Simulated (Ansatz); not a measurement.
# Single-point calculation, with input and output: AlBH2Cl

AlBH2Cl, multiplicity 2, computed with UKS PBE-D4/def2-TZVPP (Ansatz 0.2.0).

The geometry comes from this level: PBE0-D4/def2-TZVP.

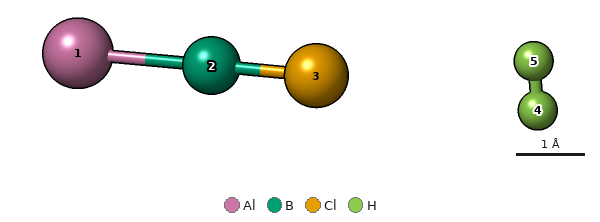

*The structure as given in the input (ball-and-stick view, seen at a tilt; atoms are numbered from 1 in the order of the input). Sticks mark near contacts.*

Bond lengths as drawn: Al–B 2.17 Å, B–Cl 1.70 Å and H–H 0.75 Å.

**Results in brief**

- outcome: converged
- total energy: −19816.3751 eV
- mean-field energy: −19816.2765 eV
- dispersion energy: −0.0986 eV
- ⟨S²⟩: 0.756
- SCF solution under orbital rotations: stable
- hardware: 2 threads of Intel Xeon @ 2.50GHz, 11 GiB of memory available, shared host
- wall time: 36 s (CPU time 69 s)
- peak memory: 0.29 GiB

**The input**
```yaml
crystal:
  periodic: [false, false, false]
  atoms:
    - {symbol: Al, position_ang: [3.003881, -2.046594, 2.052937]}
    - {symbol: B, position_ang: [1.484449, -0.978653, 0.934337]}
    - {symbol: Cl, position_ang: [0.288231, -0.148864, 0.056378]}
    - {symbol: H, position_ang: [-2.404034, 1.238036, -1.673063]}
    - {symbol: H, position_ang: [-2.205236, 1.822513, -1.253504]}
basis:
  gaussian: {orbitals: def2-TZVPP}
magnetization: {spin_polarized: true, initial_magnetization: 1}
hamiltonian: {xc: pbe, dispersion: d4}
```

Launch command:
```bash
ansatz run in.yaml --threads 2 --pin off --events-out ev --progress --plain --max-ram 4352MiB
```

**Log**
```
Functional definition: PBE
  name "PBE"
  cite "Perdew, Burke & Ernzerhof, Phys. Rev. Lett. 77, 3865 (1996) doi:10.1103/PhysRevLett.77.3865"
  parent pbe
  parameter kappa = 0.804
  parameter beta = 0.06672455060314922
  exchange = pbe_x(kappa = kappa, mu = beta*pi^2/3)
  correlation = pbe_c(beta = beta)
850 factors; their error is unknown
mean field evaluation 1: about -19813.3464 eV, gradient 2.1e1 eV
mean field evaluation 2: about -19806.1600 eV, gradient 3.7e1 eV
mean field evaluation 4: about -19816.2707 eV, gradient 1.5e0 eV
mean field evaluation 8: about -19816.2894 eV, gradient 4.1e-2 eV
mean field evaluation 16: about -19816.2765 eV, gradient 6.2e-4 eV
mean field evaluation 32: about -19816.2765 eV, gradient 1.2e-5 eV
mean field evaluation 64: about -19816.1739 eV, gradient 8.6e-1 eV
mean field evaluation 96: about -19816.2744 eV, gradient 6.5e-3 eV
mean field -19816.27647357 eV, -728.2347284490 hartree, gradient 3.9e-6 eV, S^2 0.756103; 8 other end points of the search recorded, 0 dependent functions left out
reference -19816.27651584 eV, -728.2347300024 hartree; 19, 18 occupied and 124, 125 virtual orbitals, 850 factors
Total energy: -19816.37514147 eV, -728.2383544274 hartree
```
